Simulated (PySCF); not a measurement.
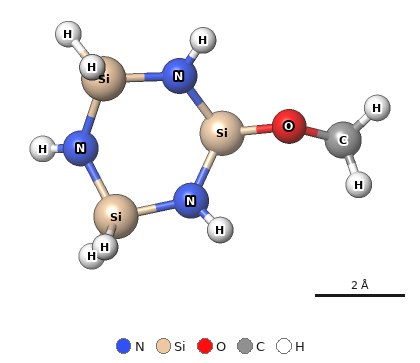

*The input geometry (ball-and-stick view, seen on its broad side).*

**Excited-state calculation of CH$_{11}$N$_{3}$OSi$_{3}$**

The run: excited-state calculation of CH$_{11}$N$_{3}$OSi$_{3}$, SMILES CO[SiH]1N[SiH2]N[SiH2]N1. Method and program: TDDFT CAM-B3LYP/def2-SVPD, vertical, gas phase, core orbitals frozen in the response (PySCF 2.14.0).

The geometry comes from this level: PBE0-D3(BJ)/def2-SVP.

## Input file
```
{"job": {"kind": "uv", "xc": "CAM-B3LYP", "basis": "def2-SVPD", "nstates": 6, "ntriplets": 2, "ip": true}, "charge": 0, "multiplicity": 1}
N     -0.189691    -0.989090     1.155857
Si    -1.920871    -1.068566     1.247792
N     -2.503156     0.258471     0.283389
Si    -1.918361     0.821981    -1.253598
N     -0.201956     0.584747    -1.190115
Si     0.723792     0.132754     0.208838
O      2.106920    -0.657077    -0.266101
C      3.369885    -0.080074    -0.430081
H      0.360790    -1.731378     1.579352
H     -2.387944    -2.413755     0.782300
H     -2.467258    -0.867071     2.627281
H     -3.250088     0.805118     0.700153
H     -2.367663     2.245669    -1.377446
H     -2.449484     0.091048    -2.449036
H      0.305263     0.528658    -2.068932
H      1.170185     1.329663     0.983805
H      3.560984     0.172806    -1.488454
H      3.494778     0.842961     0.166021
H      4.144975    -0.795846    -0.112211
```

The first line tells a small driver script what to run in PySCF; the rest is the geometry in Å.

Machine: 1 CPU thread, shared host.

Launched with:
```bash
OMP_NUM_THREADS=1 python <driver script> task.json out
```

## What the program printed
```
coarse grid: 17056 points
cycle   1  E = -1152.0125279641  dE =  8.898e-01  |g| = 8.873e-01  |ddm| = 6.157e+00
cycle   2  E = -1151.9367997718  dE =  7.573e-02  |g| = 1.098e+00  |ddm| = 2.042e+00
cycle   3  E = -1152.1726582239  dE = -2.359e-01  |g| = 7.819e-02  |ddm| = 1.073e+00
cycle   4  E = -1152.1734945811  dE = -8.364e-04  |g| = 4.961e-02  |ddm| = 1.559e-01
cycle   5  E = -1152.1739719629  dE = -4.774e-04  |g| = 8.559e-03  |ddm| = 5.169e-02
cycle   6  E = -1152.1739897199  dE = -1.776e-05  |g| = 1.376e-03  |ddm| = 1.872e-02
cycle   7  E = -1152.1739902963  dE = -5.763e-07  |g| = 3.548e-04  |ddm| = 4.001e-03
final grid: 150264 points
cycle   8  E = -1152.3250843799  dE = -2.128e-05  |g| = 3.748e-03  |ddm| = 5.635e-02
cycle   9  E = -1152.3250835742  dE =  8.057e-07  |g| = 4.364e-03  |ddm| = 1.093e-02
cycle  10  E = -1152.3250875016  dE = -3.927e-06  |g| = 3.410e-04  |ddm| = 4.580e-03
cycle  11  E = -1152.3250875246  dE = -2.304e-08  |g| = 1.664e-04  |ddm| = 7.006e-04
cycle  12  E = -1152.3250875309  dE = -6.247e-09  |g| = 4.288e-05  |ddm| = 2.976e-04
cycle  13  E = -1152.3250875312  dE = -3.538e-10  |g| = 1.047e-05  |ddm| = 6.272e-05
```

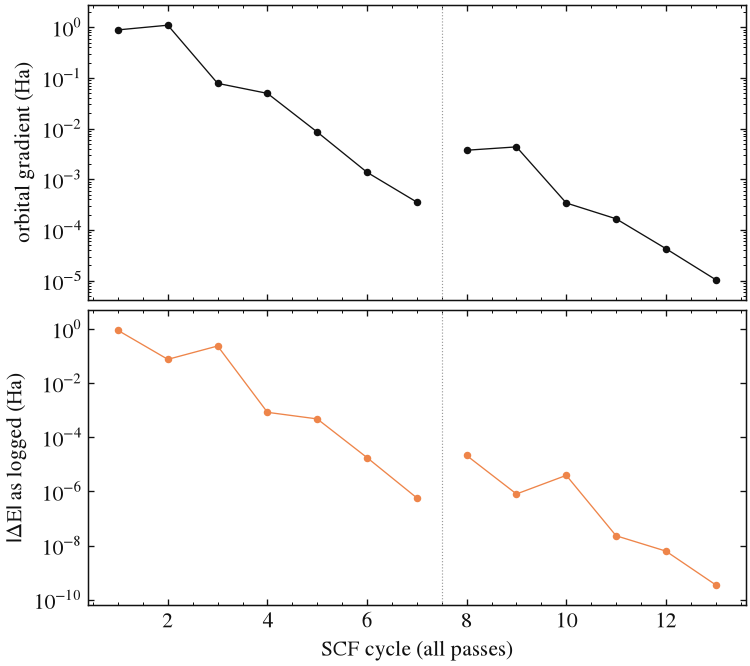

*Convergence of the self-consistent field: orbital gradient and size of the energy change against the SCF cycle. The dotted line marks the change from a coarse to the final integration grid.*

The first 7 cycles use a coarse grid, the final grid takes over at cycle 8, and the field converges after 13 cycles in all.

```
converged SCF energy = -1152.3250875312

Static polarisability (au): isotropic 109.509, principal 94.249 110.604 123.673

Singlet excitations
state   eV       nm        f      main configurations
  1   6.5508    189.3   0.01232   H-1->L 0.54, H-1->L+1 0.16, H-2->L 0.13
  2   6.6820    185.5   0.00762   H->L+1 0.45, H->L 0.17, H->L+3 0.09
  3   6.7635    183.3   0.00570   H->L 0.47, H->L+1 0.13, H->L+2 0.09
  4   6.8276    181.6   0.00666   H->L+2 0.18, H-1->L 0.18, H-1->L+1 0.14
  5   7.2391    171.3   0.01072   H-2->L 0.63
  6   7.4496    166.4   0.03151   H->L+2 0.26, H-2->L+1 0.19, H-1->L+1 0.09

Triplet excitations (Tamm-Dancoff, eV): 6.2308 6.3889
Vertical ionisation energy (delta-SCF) = 9.2818 eV
```

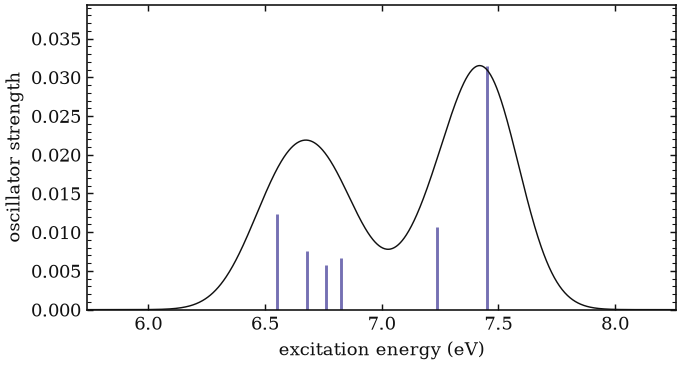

*Computed excitations as sticks (degenerate states added up, dark ones marked on the axis), with a Gaussian envelope of 0.35 eV full width at half maximum, scaled to the tallest.*

Of the 6 states the lowest lies at 6.55 eV (f = 0.012); the strongest line is at 7.45 eV, or 166 nm (f = 0.032).

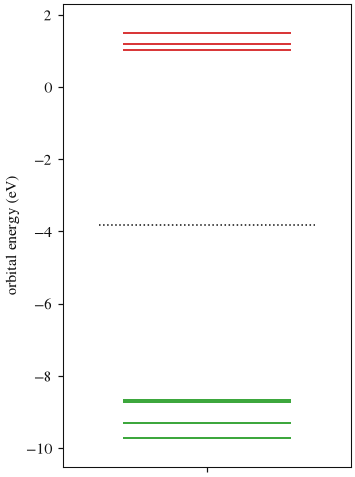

*Orbital energies near the frontier; the dotted line parts filled from empty levels, and levels within 0.02 eV of each other stand side by side.*

Highest filled −8.66 eV, lowest empty 1.02 eV, 9.68 eV apart.

## Results in brief

- outcome: converged
- total energy: −1152.325088 hartree
- HOMO: −8.66 eV
- LUMO: 1.02 eV
- dipole moment: 0.95 D
- mean polarisability: 109.51 a.u.
- vertical ionisation energy: 9.28 eV
- lowest singlet excitation: 6.55 eV
- wall time: 8.9 min
- peak memory: 1.4 GiB
